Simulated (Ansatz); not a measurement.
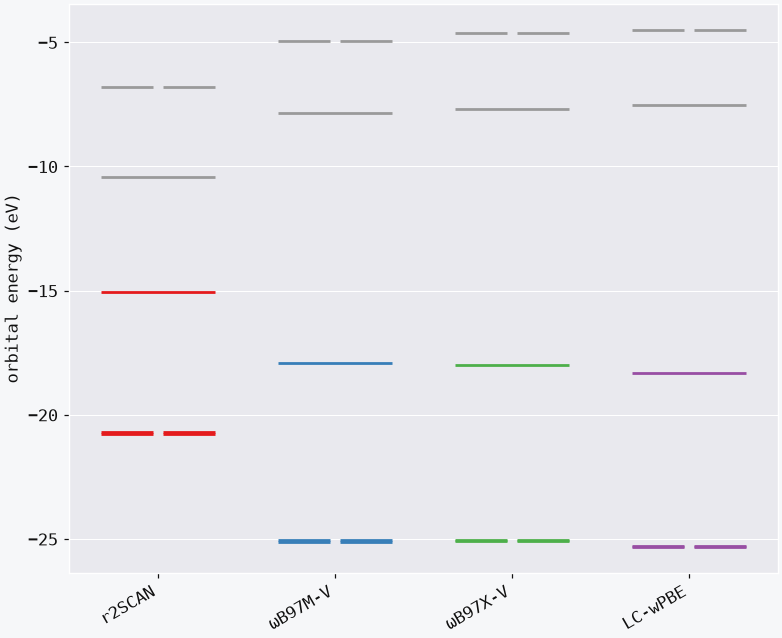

Frontier orbital energies of CdH⁺, singlet at one geometry, def2-TZVPP, the Ansatz code, at a PBE0-D4/def2-TZVP geometry (a minimum by its frequencies). Empty levels are grey, levels within 0.1 eV stand side by side; all columns show the same few orbitals around the gap.

> Compare the HOMO-LUMO separations.

The separation grows from 4.61 eV (r2SCAN) to 10.80 eV (LC-wPBE).

| level | HOMO (eV) | LUMO (eV) | separation (eV) |
| --- | --- | --- | --- |
| r2SCAN | −15.04 | −10.44 | 4.61 |
| ωB97M-V | −17.91 | −7.86 | 10.04 |
| ωB97X-V | −18.02 | −7.69 | 10.33 |
| LC-wPBE | −18.31 | −7.51 | 10.80 |

Caveats, for all or some of the runs: core potentials past krypton.
